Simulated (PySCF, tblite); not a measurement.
# C₄H₁₃NOSi₃: geometry, infrared bands and NMR shifts

What infrared bands and NMR shifts should C₄H₁₃NOSi₃ (`C=C(C=O)[Si@](N)([SiH3])[SiH2]C`) show?

The runs use tblite 0.8.0 and PySCF 2.14.0, with density-fitted response routines of our own; the level of theory stands in each step. All values are computed, except where a source is named. Atoms count from 0, in the outputs and in this text.

### Step 1. The molecule as given

22 atoms, charge 0, multiplicity 1; geometry from: force field or distance geometry start.

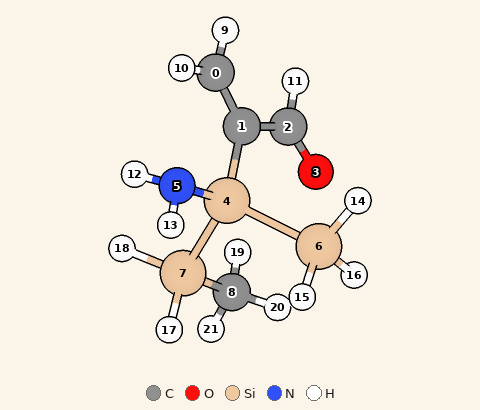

As it starts; carbon grey, oxygen red, silicon light orange, nitrogen blue, hydrogen white, atoms numbered; sticks join atoms by distance.

### Step 2. Relaxing the molecule with GFN2-xTB

The job: settings as JSON, then the geometry in Å.

```
{"job": {"kind": "relax", "xc": "GFN2-xTB", "basis": "xTB"}, "charge": 0, "multiplicity": 1}
C     -0.939300     2.043900    -1.864300
C     -0.197700     1.100500    -1.294400
C      0.760700     0.366400    -2.174300
O      1.497000    -0.510700    -1.795200
Si    -0.231300     0.655300     0.512800
N     -1.312200     1.744100     1.310200
Si     1.912300     0.702000     1.445900
Si    -0.956800    -1.542100     0.823000
C      0.111100    -2.797100    -0.001600
H     -0.892800     2.279500    -2.918500
H     -1.655700     2.644300    -1.292300
H      0.741700     0.676000    -3.235700
H     -2.270100     1.571800     1.021600
H     -1.294400     1.564900     2.314300
H      2.606800     1.972100     1.092100
H      1.762000     0.656600     2.943200
H      2.733400    -0.466300     1.043200
H     -1.029300    -1.800900     2.284300
H     -2.359200    -1.634800     0.313800
H      0.076900    -2.699800    -1.086200
H      1.148100    -2.699500     0.312700
H     -0.221800    -3.806700     0.244500
```

Run with:

```
$ OMP_NUM_THREADS=1 python probes_run.py task.json out
```

One launch serves the whole session: the jobs run in the order shown.

**Question.** This job is followed by: GFN2-xTB harmonic vibrations, gas phase; GIAO PBE0/pcSseg-1 NMR shielding, non-relativistic, gas phase. What will the session give for the following? strongest single infrared mode (GFN2-xTB); zero-point energy (GFN2-xTB); 13C shifts against TMS (PBE0/pcSseg-1); 1H shifts against TMS (PBE0/pcSseg-1, means over atoms taken as alike); 17O shifts against H2O (PBE0/pcSseg-1); 29Si shifts against TMS (PBE0/pcSseg-1); 15N shifts against NH3 (PBE0/pcSseg-1).

The runs gave:

| quantity | value |
| --- | --- |
| strongest single infrared mode (GFN2-xTB) | 780 cm⁻¹, 714 km/mol |
| zero-point energy (GFN2-xTB) | 95.9 kcal/mol |
| 13C shifts against TMS (PBE0/pcSseg-1) | 205.8, 165.2, 153.3, -8.8 ppm |
| 1H shifts against TMS (PBE0/pcSseg-1, means over atoms taken as alike) | 9.87, 7.07, 6.99, 3.88, 3.70, 3.47, 0.33, -0.12 ppm |
| 17O shifts against H2O (PBE0/pcSseg-1) | 667.0 ppm |
| 29Si shifts against TMS (PBE0/pcSseg-1) | -31.7, -70.6, -109.0 ppm |
| 15N shifts against NH3 (PBE0/pcSseg-1) | 7.5 ppm |

In words: Over 209 steps the energy fell by 0.357 eV; of the close pairs, Si7–C8 changed most, 1.843 to 1.895 Å. No mode is imaginary among the 60: a minimum at this level. The strongest single mode, at 780 cm⁻¹, has its largest shares on H14, H15 and H16 (the list is cut at 3 atoms). Unscaled tight-binding wavenumbers are off by several per cent, some by more. Its intensities can rank the bands wrongly. The most deshielded carbon is C2 (aldehyde carbonyl carbon), at 205.8 ppm: low-lying n→π* states of the double bond to the heteroatom give a large paramagnetic term (-265 ppm). H11 (hydrogen on an aldehyde carbonyl carbon) lies farthest downfield among hydrogen, at 9.87 ppm; the C=O anisotropy and electron withdrawal place aldehyde protons far downfield. At PBE0/pcSseg-1: The widest tensor belongs to O3: span 1262 ppm, with a paramagnetic part of -736 ppm.
